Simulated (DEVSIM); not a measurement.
System: GaP/Si n-p heterojunction, at 300 K.

```
layer (left to right)  material  thickness (μm)  Nd (cm⁻³)  Na (cm⁻³)  τn (s)  τp (s)
---------------------  --------  --------------  ---------  ---------  ------  ------
1                           GaP           0.820     5.6e16          -  2.4e-7  2.4e-7
2                            Si            2.90          -     5.5e15  2.4e-7  2.4e-7
```

Left contact: ohmic. Right contact: ohmic. Voltage is applied to the left contact. Recombination: SRH at mid-gap, radiative, Auger. Mobility is μmin + (μ − μmin)/(1 + (N/Nref)^α).

This is a model device: material constants are rounded textbook-type values typed into the input, and sizes, dopings and lifetimes were drawn at random. Values at 300 K.

```csv
parameter,GaP,Si
gap (eV),2.26,1.124
affinity (eV),3.8,4.05
permittivity,11.1,11.7
Nc (cm⁻³),1.8e19,2.86e19
Nv (cm⁻³),1.9e19,3.1e19
μn (cm²/Vs),250,1417
μp (cm²/Vs),150,470
"μn,min",10,52
"μp,min",10,45
"Nref,n",4.4e18,9.7e16
"Nref,p",1e18,2.2e17
αn,0.8,0.68
αp,0.85,0.72
B (cm³/s),1e-13,4.7e-15
Cn (cm⁶/s),1e-30,2.8e-31
Cp (cm⁶/s),1e-30,9.9e-32
```

DEVSIM, 1D drift-diffusion, Boltzmann statistics, complete ionisation; no tunnelling, impact ionisation, image-force lowering or self-heating. Band offsets follow the typed affinities; no thermionic-emission limit at abrupt steps, no polarisation charge.

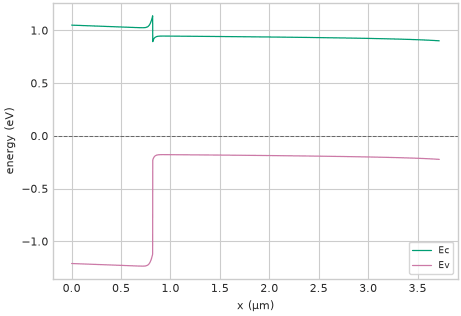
Figure. Band edges at -0.9 V on the left contact

Energies count from the Fermi level of the right contact; mesh points crowd at the junctions.

```csv
x (μm),Ec (eV),Ev (eV),n (cm⁻³),p (cm⁻³),field (V/cm)
0.000,1.049,-1.211,5.6e16,< 1e2,-350
0.006942,1.049,-1.211,5.6e16,< 1e2,-350
0.02380,1.048,-1.212,5.6e16,< 1e2,-350
0.06475,1.047,-1.213,5.6e16,< 1e2,-350
0.2194,1.042,-1.218,5.6e16,< 1e2,-350
0.4992,1.032,-1.228,5.6e16,< 1e2,-350
0.6908,1.025,-1.235,5.6e16,< 1e2,-290
0.7832,1.046,-1.214,2.2e16,< 1e2,12000
0.8077,1.096,-1.164,2.4e15,< 1e2,30000
0.8178,1.131,-1.129,2.1e14,< 1e2,39000
0.8230,0.900,-0.224,1.6e17,5.3e15,30000
0.8407,0.930,-0.194,4.8e16,1.7e16,9300
0.8777,0.944,-0.180,2.8e16,2.9e16,1000
0.9681,0.945,-0.179,2.5e16,3.1e16,-63
1.313,0.943,-0.181,2.2e16,2.8e16,-77
2.033,0.936,-0.188,1.6e16,2.2e16,-100
2.996,0.924,-0.200,7.7e15,1.3e16,-180
3.427,0.913,-0.211,3.5e15,9.0e15,-310
3.633,0.905,-0.219,1.2e15,6.6e15,-500
3.687,0.903,-0.221,4.7e14,5.9e15,-560
3.709,0.901,-0.223,1.5e14,5.6e15,-570
3.720,0.901,-0.223,21000,5.5e15,-580
```
